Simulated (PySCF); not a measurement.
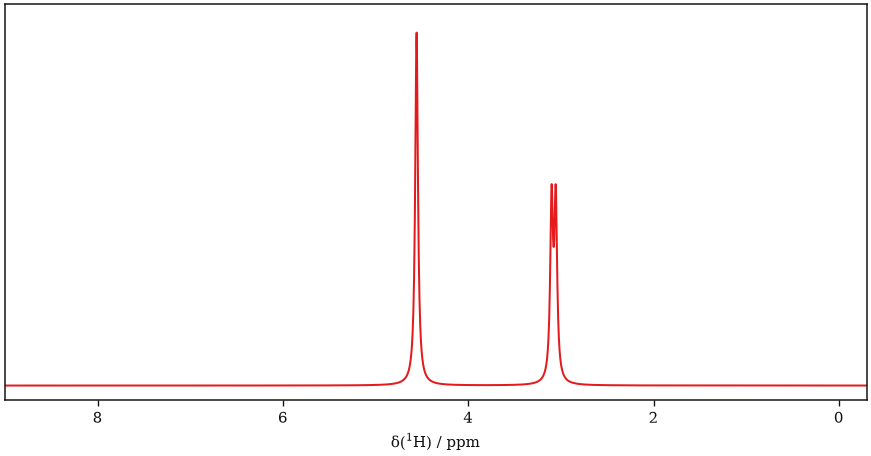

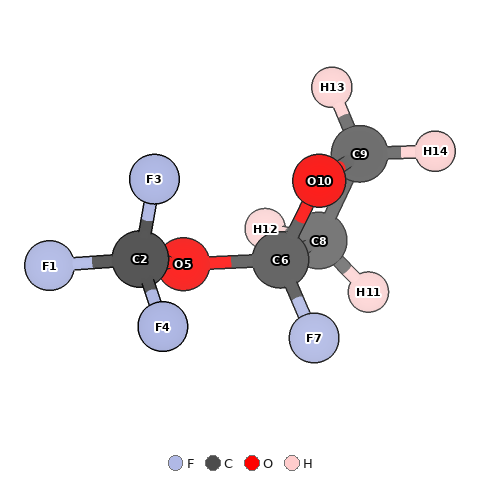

Spectrum and numbered structure of C₄H₄F₄O₂, SMILES FC(F)(F)O[C@@]1(F)CCO1. GIAO shifts, PBE0/pcSseg-1 in PySCF 2.14.0, at a GFN2-xTB geometry (no frequency check), against TMS for ¹H computed at the same level. Gas phase, fully decoupled, line heights follow the number of nuclei, widths are arbitrary (no quadrupolar broadening); values of one conformer, averaged over methyl-type rotors and exact or near symmetry; other conformers aren't averaged in.

Assign the ¹H signals to the numbered atoms.

```csv
δ (ppm),nuclei,atoms
4.56,2,"H13, H14"
3.10,1,H11
3.06,1,H12
```

The order of signals that lie close, as those under 0.08 ppm apart, is within the error of the method.

Known limits of this run: the tight-binding geometry is rougher than a DFT one and adds to the error.
